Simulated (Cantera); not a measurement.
A closed system holds: 1 mol Al, a varied amount of F2, 28 mol N2, equilibrated at 850 °C and 0.000110 bar.

Cantera equilibrium calculation (NASA polynomials, part measured and part estimated; ideal gas, pure solids and liquids). Candidate condensed phases: Al, AlF3, AlN; 14 gas species. The tables' values for AlF2 are old estimates; treat these amounts as uncertain. Rates play no part.

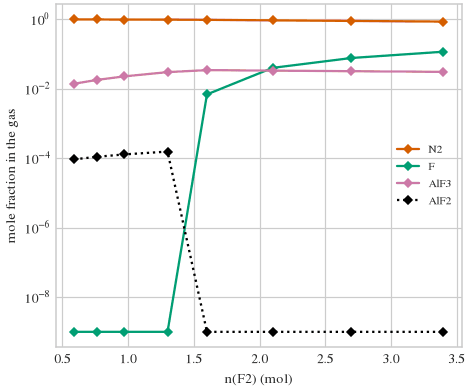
Equilibrium gas composition (values under 1e-9 drawn at 1e-9)

Task: Read off the mole fractions at 2.7 mol F2.

Result: N2 about 0.89, F about 0.076, AlF3 about 0.032.
